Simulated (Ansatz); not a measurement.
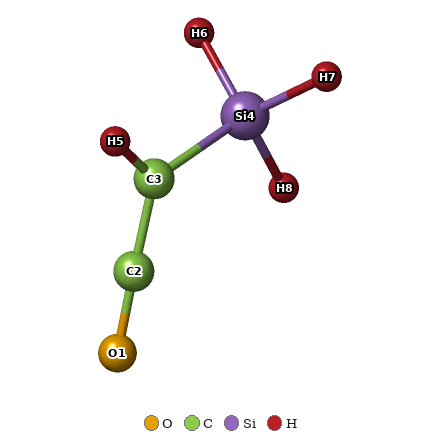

The system is C₂H₄OSi (SMILES O=C=C[SiH3]) with the probe HF; the picture shows it without the atoms that are moved over the map. 
- The probe is moved over a plane parallel to the molecule's main plane, 3.31 Å above it.
- The first coordinate is: x of the probe's H atom; the second: y of the probe's H atom.
- Nothing is relaxed (molecule and probe rigid, the probe upright with H nearest the plane).
- Grid: 11 × 9 points.
- Energies: kcal/mol, counted from molecule and probe far apart, each relaxed in its own basis (no counterpoise correction).
- Method: RKS PBE0-D4/def2-SVPD (Ansatz 0.2.0).

Range: x of the probe's H atom from −3.95 to 3.95 Å; y of the probe's H atom from −3.16 to 3.16 Å.

What will the energy surface look like?

The lowest grid point is at x of the probe's H atom = 2.37 Å, y of the probe's H atom = 0.00 Å, −1.68 kcal/mol from molecule and probe far apart, each relaxed in its own basis (no counterpoise correction). The bottom of the well lies between grid points, at about x of the probe's H atom = 2.68 Å, y of the probe's H atom = −0.10 Å, about 0.036 kcal/mol lower on the interpolated surface. Higher local minima lie near x of the probe's H atom = 0.79 Å, y of the probe's H atom = 0.79 Å (0.10 kcal/mol above the lowest at that grid point); x of the probe's H atom = −2.37 Å, y of the probe's H atom = −0.79 Å (0.55 kcal/mol above the lowest at that grid point). The highest grid point, x of the probe's H atom = 2.37 Å, y of the probe's H atom = 3.16 Å, lies 1.81 kcal/mol above the lowest. On the interpolated surface the easiest way out of the lowest well to the well at about x of the probe's H atom = 0.61 Å, y of the probe's H atom = 0.58 Å passes a barrier of about 0.23 kcal/mol, counted from the interpolated bottom of the well. Near the minimum the curvatures are about 0.032 and 0.06 eV/Å² along the soft and the stiff direction.

```tsv
y of the probe's H atom ↓, x of the probe's H atom →	−3.95	−3.16	−2.37	−1.58	−0.79	0.00	0.79	1.58	2.37	3.16	3.95
3.16	0.00	0.03	0.07	0.09	0.07	0.04	0.05	0.10	0.13	0.13	0.11
2.37	−0.11	−0.10	−0.09	−0.13	−0.26	−0.42	−0.43	−0.30	−0.17	−0.10	−0.05
1.58	−0.27	−0.32	−0.36	−0.45	−0.72	−1.06	−1.10	−0.89	−0.70	−0.55	−0.36
0.79	−0.47	−0.62	−0.71	−0.79	−1.08	−1.50	−1.58	−1.39	−1.31	−1.15	−0.78
0.00	−0.65	−0.89	−1.03	−1.01	−1.10	−1.36	−1.44	−1.45	−1.68	−1.62	−1.07
−0.79	−0.71	−0.98	−1.12	−1.03	−0.87	−0.88	−0.93	−1.09	−1.41	−1.39	−0.94
−1.58	−0.63	−0.84	−0.93	−0.83	−0.63	−0.52	−0.56	−0.70	−0.88	−0.84	−0.58
−2.37	−0.48	−0.60	−0.64	−0.56	−0.43	−0.35	−0.36	−0.43	−0.47	−0.41	−0.26
−3.16	−0.33	−0.39	−0.40	−0.35	−0.28	−0.23	−0.23	−0.25	−0.23	−0.16	−0.08
```

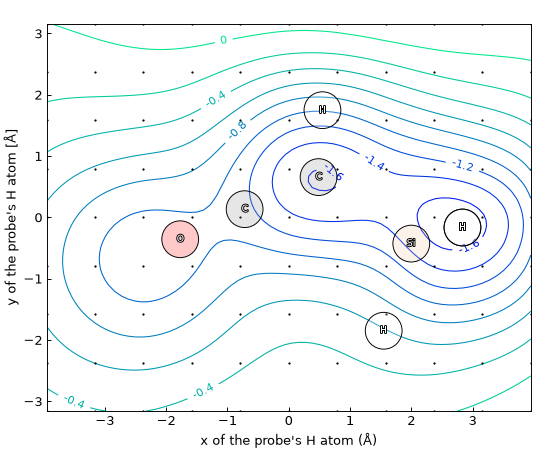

Drawn: contour lines labelled in kcal/mol, dots at the grid points, labelled circles for the molecule's atoms, projected on the plane. Between grid points the surface is interpolated.

The whole map (99 points run) took 11 min on 1 thread of Arm Neoverse V2, with other jobs on the host.
